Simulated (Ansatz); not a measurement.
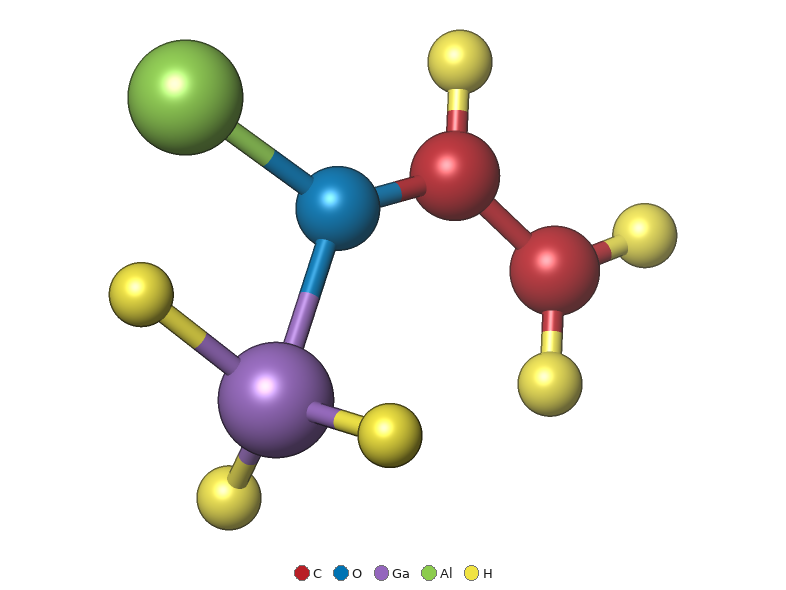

The picture shows a molecular structure as a ball-and-stick model. Every bond is drawn as one stick, whatever its order.

Computed geometry: PBE0-D4/def2-TZVP optimisation. No frequency run is at hand to confirm it as a minimum.

Count the atoms of each element.

Answer. C2H6AlGaO, 11 atoms: 2 carbon, 6 hydrogen, 1 aluminium, 1 gallium and 1 oxygen.

What is the point group of this geometry?

Answer. Cs.

How many sets of symmetry-equivalent atoms are there?

Answer. 10: 1 C, 1 C, 1 O, 1 Ga, 1 Al, 1 H, 1 H, 1 H, 2 H, 1 H.

More results for the same structure follow; atom numbers are the same in all pictures, views and colours differ.

## Shape

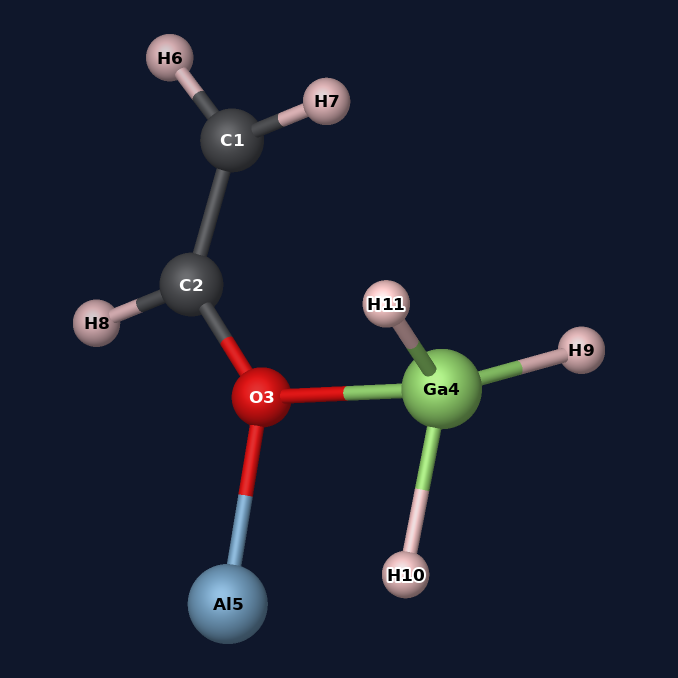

The atoms are numbered. No frequency run is at hand to confirm it as a minimum.

List the bonds and their lengths.

```
   bond  length (Å)
  C1–C2       1.323
  C1–H6       1.081
  C1–H7       1.084
  C2–O3       1.357
  C2–H8       1.088
 O3–Ga4       2.021
 O3–Al5       1.852
 Ga4–H9       1.562
Ga4–H10       1.670
Ga4–H11       1.562
```

## Levels of theory compared

No frequency run is at hand to confirm it as a minimum. Program: Ansatz 0.2.0.

Compare HOMO–LUMO gap (eV) at these levels: B3LYP-D4/def2-TZVPP; PBE-D4/def2-TZVPP; PBE0-D4/def2-TZVPP; r2SCAN-D4/def2-TZVPP; ωB97M-V/def2-TZVPP; ωB97X-V/def2-TZVPP.

| level | HOMO–LUMO gap (eV) |
| --- | --- |
| B3LYP-D4/def2-TZVPP | 4.55 |
| PBE-D4/def2-TZVPP | 3.23 |
| PBE0-D4/def2-TZVPP | 4.83 |
| r2SCAN-D4/def2-TZVPP | 3.48 |
| ωB97M-V/def2-TZVPP | 8.52 |
| ωB97X-V/def2-TZVPP | 8.78 |

## Dipole moment

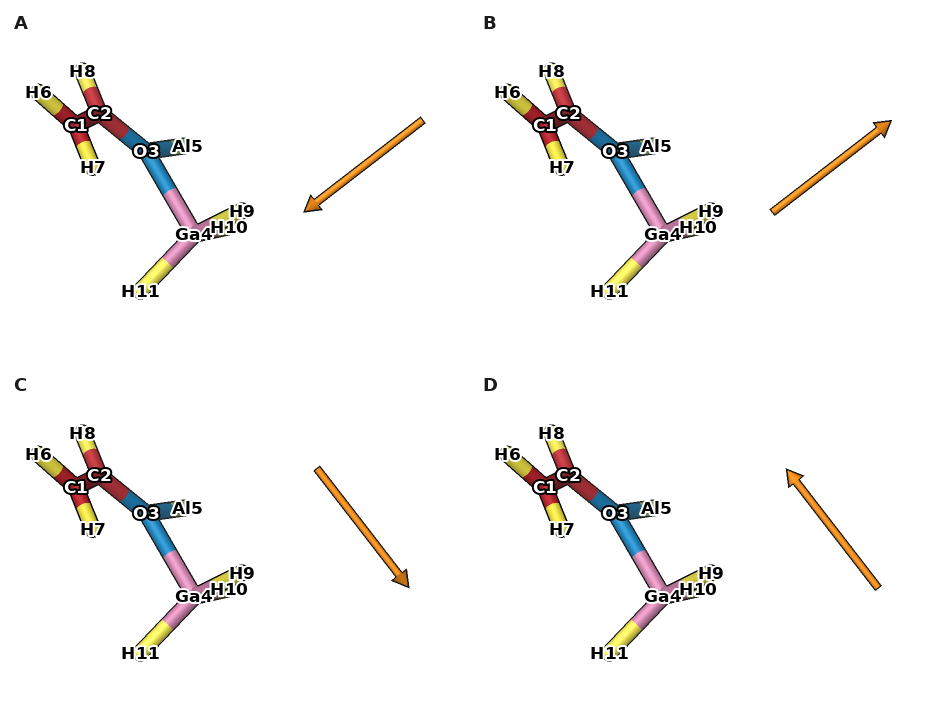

The same molecule four times, each with an arrow. No frequency run is at hand to confirm it as a minimum. Properties computed with RKS PBE0-D4/def2-TZVP (Ansatz 0.2.0).

Which arrow points along the dipole moment, from the negative to the positive end?

Answer. D. The dipole moment is 1.16 D; it points from the side of H9, H10, H11 to the side of H6, H8 (the outermost atoms at the two ends).

## Charges

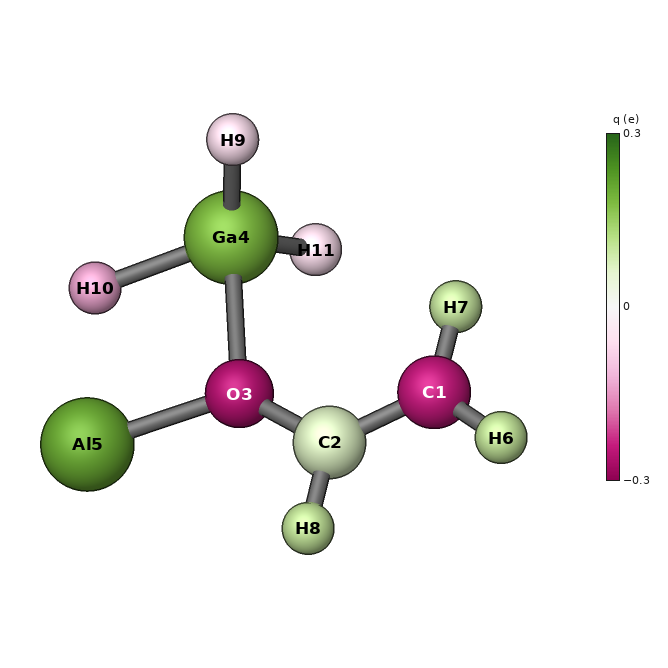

Atoms are coloured by their Mulliken charges. No frequency run is at hand to confirm it as a minimum. Level of theory: RKS B3LYP-D4/def2-TZVPP (Ansatz 0.2.0).

List the Mulliken charges.

```json
{"atom": "C1", "value (e)": "−0.24"}
{"atom": "C2", "value (e)": "0.07"}
{"atom": "O3", "value (e)": "−0.26"}
{"atom": "Ga4", "value (e)": "0.18"}
{"atom": "Al5", "value (e)": "0.20"}
{"atom": "H6", "value (e)": "0.10"}
{"atom": "H7", "value (e)": "0.10"}
{"atom": "H8", "value (e)": "0.10"}
{"atom": "H9", "value (e)": "−0.06"}
{"atom": "H10", "value (e)": "−0.14"}
{"atom": "H11", "value (e)": "−0.06"}
```

Mulliken values depend strongly on the basis set and can even reverse the polarity of a bond.
